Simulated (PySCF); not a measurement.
## Electronic structure of C4H3N2Si (doublet) in real space

```xyz
10

N     2.9283    0.8806    0.4570
C     1.8682    0.4489    0.3431
C     0.5689   -0.0214    0.1775
C     0.1257   -1.2224    0.6182
C    -1.2684   -1.4129    0.2824
N    -1.9222   -0.5451   -0.3184
Si   -0.9127    0.8629   -0.6831
H     0.7086   -1.9607    1.1446
H    -1.3676    2.0139    0.0745
H    -0.7200    0.9608   -2.1182
```

Geometry: GFN2-xTB.

These are results of PySCF, UKS B3LYP, pcH-1 on C H N Si, non-relativistic, mean-field spin-orbit, GIAO, not measurements.

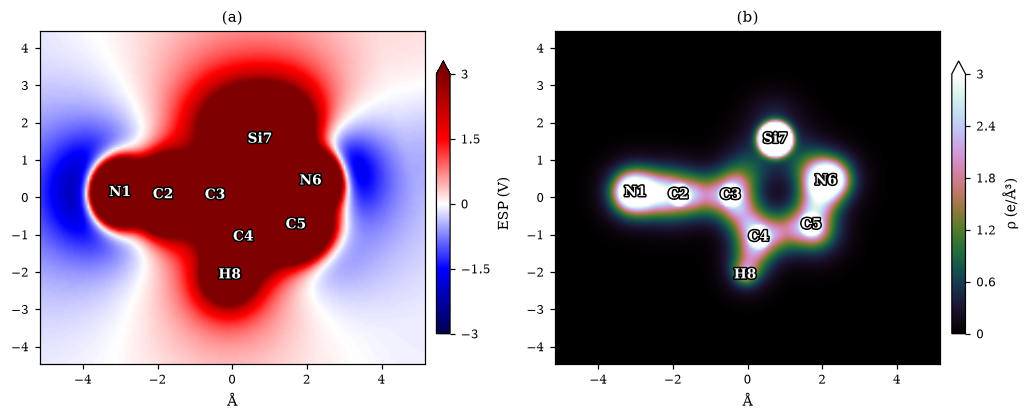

Figure 1. (a) molecular electrostatic potential; (b) electron density on the plane of atoms C3, C4 and H8.

Interpret the plot.

Answer. The plane passes through N, C, Si and H nuclei. C–N (1.15 Å): ρ is about 3.6 e/Å³ halfway. C–C (1.35 Å): ρ is about 2.2 e/Å³ halfway. Si–N (1.77 Å): the density is about 1 e/Å³ at the midpoint. C–Si (1.93 Å): ρ at the midpoint is about 0.87 e/Å³. C–H (1.08 Å): ρ is about 2.1 e/Å³ halfway. Outside the dense part of the molecule the potential is most negative (−2.0 V) near N1.

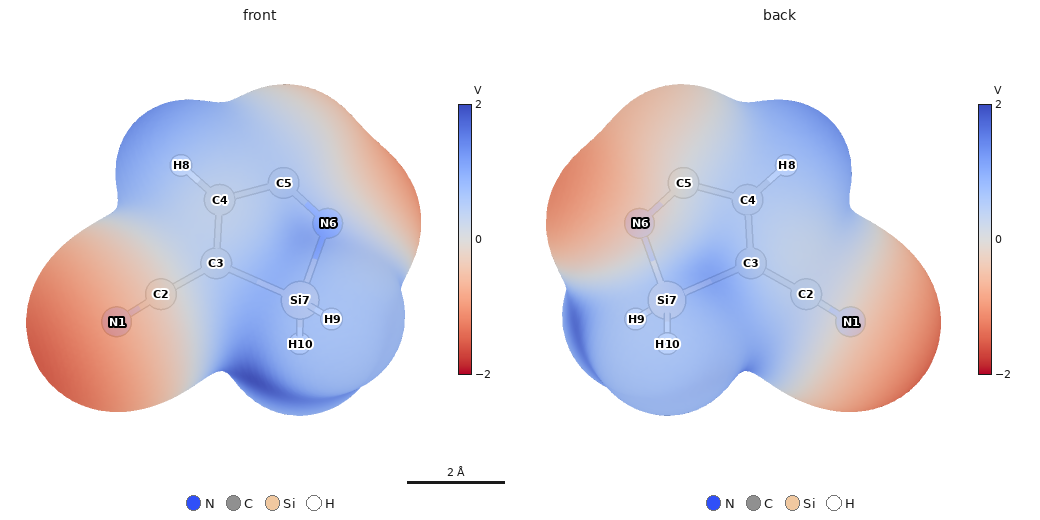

Figure 2. The electrostatic potential painted on the density surface at 0.001 e/bohr³, seen from the front and from behind; the colour scale runs from red (negative) to blue (positive).

Describe the electrostatic potential map.

Answer. The most negative region (about −1.5 V) lies over N1, the most positive (about +1.9 V) over Si7. N1 is the likeliest acceptor of a hydrogen bond.
